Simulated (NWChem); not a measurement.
**CH2O2 (formic acid) at 6 levels**

Aim: a comparison of 6 runs (HF/STO-3G, HF/3-21G, B3LYP/6-31G*, M06-2X/cc-pVTZ, PBE0/cc-pVTZ) of CH2O2 (formic acid). 

The results are computed with NWChem 7.3.0.

1 further run of the same task is left out (set aside as unsound or not needed).

**1. Starting point**

The species is CH2O2 (5 atoms), meant as a singlet with charge 0. SMILES: `O=CO`. The O3–H5 distance was set to 1.454 Å, away from the relaxed value. At this shape a bond of the SMILES string is far longer than usual.

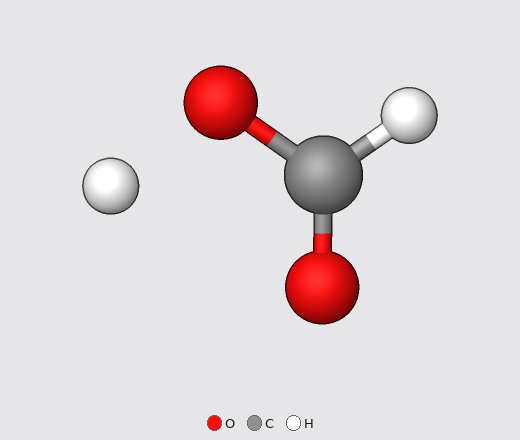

The structure, seen from a chosen angle (oxygen red, carbon grey, hydrogen white).

**2. A single-point energy at HF/STO-3G (run 1)**

Contents of struct.nw:

```
start struct
title "CH2O2 energy"
memory total 2200 mb
charge 0

geometry noautosym nocenter noautoz
  O    -0.555029   -0.726384    0.864422
  C    -0.398779   -0.647894   -0.316878
  O     0.289081    0.312646   -0.938918
  H    -0.799669   -1.355694   -1.055948
  H     0.792790    1.214660    0.083770
end

basis spherical bse
  * library STO-3G
end

scf
  thresh 1e-08
  maxiter 80
end

task scf energy
```

On the command line:

```
$ nwchem struct.nw > struct.out
```

Output:

```text
[...]
  functions       =    17
[...]
  wavefunction    = RHF
[...]
         Total SCF energy =   -186.095952538857
      One-electron energy =   -393.413512491920
      Two-electron energy =    138.663781087633
 Nuclear repulsion energy =     68.653778865429
        Time for solution =      0.3s
[...]
```

Run time: 0.95 s. Hardware: 1 thread of Intel Xeon 6975P-C (Granite Rapids), shared host; peak memory 0.097 GiB.

**3. A single-point energy at HF/3-21G (run 2)**

Contents of run.py:

```python
from ase import Atoms
from ase.calculators.nwchem import NWChem

mol = Atoms(['O', 'C', 'O', 'H', 'H'], positions=[
    [-0.555029, -0.726384, 0.864422],
    [-0.398779, -0.647894, -0.316878],
    [0.289081, 0.312646, -0.938918],
    [-0.799669, -1.355694, -1.055948],
    [0.792790, 1.214660, 0.083770],
])

calc = NWChem(
    label='ch2o2',
    theory='scf',
    memory='2200 mb',
    basis='3-21G',
    basispar='spherical bse',
    scf={'nopen': '0', 'rhf': None, 'thresh': '1e-08', 'maxiter': '80'},
    task='energy',
)
mol.calc = calc

e = mol.get_potential_energy()
print(f"E = {e:.6f} eV")
print("dipole (e A):", mol.get_dipole_moment().round(4))
```

On the command line:

```
$ export ASE_NWCHEM_COMMAND="nwchem PREFIX.nwi > PREFIX.nwo"
$ python run.py
```

Output:

```text
E = -5105.026974 eV
dipole (e A): [ 0.1264  0.1675 -0.1815]
```

The calculator wrote ch2o2.nwi:

```
title "ch2o2"

permanent_dir ch2o2

scratch_dir ch2o2

start ch2o2

geometry units angstrom nocenter noautosym noautoz
  O  -5.5502899999999999e-01 -7.2638400000000003e-01 8.6442200000000002e-01
  C  -3.9877899999999999e-01 -6.4789399999999997e-01 -3.1687799999999999e-01
  O  2.8908099999999998e-01 3.1264599999999998e-01 -9.3891800000000003e-01
  H  -7.9966899999999996e-01 -1.3556940000000000e+00 -1.0559480000000001e+00
  H  7.9278999999999999e-01 1.2146600000000001e+00 8.3769999999999997e-02
end

memory 2200 mb

basis spherical bse noprint
   * library 3-21G
end

scf
  nopen 0
  rhf
  thresh 1e-08
  maxiter 80
end

task scf energy
```

ch2o2.nwo:

```text
Northwest Computational Chemistry Package (NWChem) 7.3.0
             --------------------------------------------------------

           Job information
           ---------------

    nwchem branch   = 7.3.0
    use scalapack   = T
    input           = ch2o2.nwi
    prefix          = ch2o2.
    data base       = ch2o2/ch2o2.db
    status          = startup
    nproc           =        1

           Memory information
           ------------------

    heap     =     72089598 doubles =      550.0 Mbytes
    stack    =     72089595 doubles =      550.0 Mbytes
    global   =    144179200 doubles =     1100.0 Mbytes (distinct from heap & stack)
    total    =    288358393 doubles =     2200.0 Mbytes
    verify   = yes
    hardfail = no

[... 123 lines left out ...]
 Convergence threshold     :          1.000E-08
[... 13 lines left out ...]
       Final RHF  results
[... 3 lines left out ...]
      One-electron energy =   -393.756760193639
[... 1 line left out ...]
 Nuclear repulsion energy =     68.653778865429
[... 30 lines left out ...]
                       ROHF Final Molecular Orbital Analysis
[... 168 lines left out ...]
  Mulliken analysis of the total density
  --------------------------------------

    Atom       Charge   Shell Charges
 -----------   ------   -------------------------------------------------------
    1 O    8     8.58   1.99  0.43  2.08  1.54  2.55
    2 C    6     5.38   1.99  0.45  1.52  0.58  0.85
    3 O    8     8.59   1.99  0.43  2.01  1.53  2.63
    4 H    1     0.77   0.48  0.29
    5 H    1     0.69   0.23  0.45

       Multipole analysis of the density wrt the origin
       ------------------------------------------------

     L   x y z        total         open         nuclear
     -   - - -        -----         ----         -------
     0   0 0 0     -0.000000      0.000000     24.000000

     1   1 0 0      0.238860      0.000000     -8.555048
[... 8 lines of this table left out ...]
     2   0 0 2    -15.635699      0.000000     52.690528

 Task  times  cpu:        0.3s     wall:        0.3s
 Total times  cpu:        0.3s     wall:        0.3s
```

Run time: 1.4 s. Hardware: 1 thread of Intel Xeon 6975P-C (Granite Rapids), shared host; peak memory 0.097 GiB.

**4. A single-point energy at B3LYP/6-31G(d) (spherical functions) (run 3)**

Contents of ch2o2.nw:

```
start ch2o2
title "CH2O2 B3LYP"
memory total 2200 mb
geometry noautosym nocenter noautoz
   O     -0.555029    -0.726384     0.864422
   C     -0.398779    -0.647894    -0.316878
   O      0.289081     0.312646    -0.938918
   H     -0.799669    -1.355694    -1.055948
   H      0.792790     1.214660     0.083770
end
basis "ao basis" spherical bse
   O library 6-31G*
   C library 6-31G*
   H library 6-31G*
end
dft
   xc b3lyp
   grid xfine
   convergence energy 1e-08
   maxiter 100
   mulliken
   noprint "final vectors analysis"
end
task dft energy
```

On the command line:

```
$ nwchem ch2o2.nw > ch2o2.out
```

Output:

```text
[...]
          Wavefunction type:  closed shell.
          No. of atoms     :     5
          No. of electrons :    24
[...]
          Charge           :     0
          Spin multiplicity:     1
[...]
          AO basis - number of functions:    46
[...]
              XC Information
              --------------
                         B3LYP Method XC Potential
                     Hartree-Fock (Exact) Exchange  0.200
                        Slater Exchange Functional  0.800 local
                    Becke 1988 Exchange Functional  0.720 non-local
              Lee-Yang-Parr Correlation Functional  0.810
                  VWN I RPA Correlation Functional  0.190 local
[...]
 d= 0,ls=0.0,diis     1   -189.5473768893 -2.58D+02  3.38D-02  9.90D-01     1.0
[...]
 d= 0,ls=0.0,diis    11   -189.6747600730 -1.16D-09  1.29D-06  4.12D-09     7.1
         Total DFT energy =     -189.674760073046
      One electron energy =     -395.561813532252
           Coulomb energy =      160.441942742429
    Exchange-Corr. energy =      -23.208668148652
 Nuclear repulsion energy =       68.653778865429
[...]
      Total Density - Mulliken Population Analysis
     ---------------------------------------------
    Atom       Charge   Shell Charges
 -----------   ------   -------------------------------------------------------
    1 O    8     8.38   2.00  0.92  2.88  0.92  1.63  0.03
    2 C    6     5.63   2.00  0.71  1.95  0.33  0.52  0.12
    3 O    8     8.45   2.00  0.94  2.79  0.96  1.74  0.02
    4 H    1     0.85   0.53  0.32
    5 H    1     0.70   0.32  0.38
[...]
```

Wall time 7.8 s (1 thread of Intel Xeon 6975P-C (Granite Rapids), shared host); peak memory 0.12 GiB.

Runs 4 to 5 aren't shown in full; the table further down has their settings and results.

**5. A single-point energy at PBE0/cc-pVTZ (run 6)**

Contents of geom.nw:

```
echo
start geom
title "CH2O2 energy"
memory total 2200 mb
geometry units angstroms noautosym nocenter noautoz
 O       -0.555029      -0.726384       0.864422
 C       -0.398779      -0.647894      -0.316878
 O        0.289081       0.312646      -0.938918
 H       -0.799669      -1.355694      -1.055948
 H        0.792790       1.214660       0.083770
end
basis spherical bse
 * library cc-pVTZ
end
dft
 xc pbe0
 grid fine
 convergence energy 1e-08
 maxiter 100
 mulliken
end
task dft energy
```

On the command line:

```
$ nwchem geom.nw > geom.out
```

Output:

```text
[...]
          Wavefunction type:  closed shell.
          No. of atoms     :     5
          No. of electrons :    24
[...]
          Charge           :     0
          Spin multiplicity:     1
[...]
          AO basis - number of functions:   118
[...]
              XC Information
              --------------
                         PBE0 Method XC Functional
                     Hartree-Fock (Exact) Exchange  0.250
          PerdewBurkeErnzerhof Exchange Functional  0.750
            Perdew 1991 LDA Correlation Functional  1.000 local
           PerdewBurkeErnz. Correlation Functional  1.000 non-local
[...]
 d= 0,ls=0.0,diis     1   -189.4227740374 -2.58D+02  8.72D-03  1.08D+00     2.6
[...]
 d= 0,ls=0.0,diis    11   -189.5472315254 -3.75D-09  4.61D-07  7.52D-09    20.3
         Total DFT energy =     -189.547231525441
      One electron energy =     -395.601461435250
           Coulomb energy =      160.378360601009
    Exchange-Corr. energy =      -22.977909556629
 Nuclear repulsion energy =       68.653778865429
[...]
      Total Density - Mulliken Population Analysis
     ---------------------------------------------
    Atom       Charge   Shell Charges
 -----------   ------   -------------------------------------------------------
    1 O    8     8.30   1.94  0.25  1.00  0.54  1.28  2.07  1.17  0.00  0.03  0.00
    2 C    6     5.75   1.96  0.19  0.78  0.19  0.82  1.24  0.32  0.05  0.17  0.02
    3 O    8     8.30   1.94  0.26  1.02  0.57  1.24  2.04  1.20  0.00  0.02  0.00
    4 H    1     0.92   0.27  0.50  0.12  0.01  0.02  0.00
    5 H    1     0.73   0.14  0.37  0.17  0.00  0.03  0.00
[...]
```

It took 21 s on 1 thread of Intel Xeon 6975P-C (Granite Rapids), shared host; peak memory 0.12 GiB.

**6. Overview of the runs**

```
run                               level  iteration cap  module  energy (Eh)  dipole moment (D)  HOMO energy (eV)  LUMO energy (eV)  wall time
  1                           HF/STO-3G             80     scf  -186.095953               0.82             -9.66              6.74     0.95 s
  2                            HF/3-21G             80     scf  -187.606283               1.33            -12.29              2.15      1.4 s
  3  B3LYP/6-31G* (spherical functions)            100     dft  -189.674760               1.34                 –                 –      7.8 s
  4  B3LYP/6-31G* (Cartesian functions)            100     dft  -189.678325               1.34                 –                 –      8.1 s
  5                      M06-2X/cc-pVTZ            100     dft  -189.678801               1.54            -10.06             -1.57       26 s
  6                        PBE0/cc-pVTZ            100     dft  -189.547232               1.49             -8.34             -2.53       21 s
```

**7. Results**

| quantity | value |
| --- | --- |
| run 6: total energy | -189.54723 Eh |
| run 6: dipole moment | 1.49 D |
| run 6: HOMO energy | -8.34 eV |
| run 6: LUMO energy | -2.53 eV |
| run 6: HOMO–LUMO gap | 5.81 eV |

**Reading.** The dipole moment (its size) runs from 0.82 D (HF/STO-3G) to 1.54 D (M06-2X/cc-pVTZ). The two ends differ in method and basis. Over runs 1, 2, 5, 6 the HOMO–LUMO gap runs from 5.81 eV (PBE0/cc-pVTZ) to 16.40 eV (HF/STO-3G). Totals of different functionals can't be ranked against each other. In run 1 the basis is minimal, so the values are rough. All runs together took 66 s, the longest 26 s.
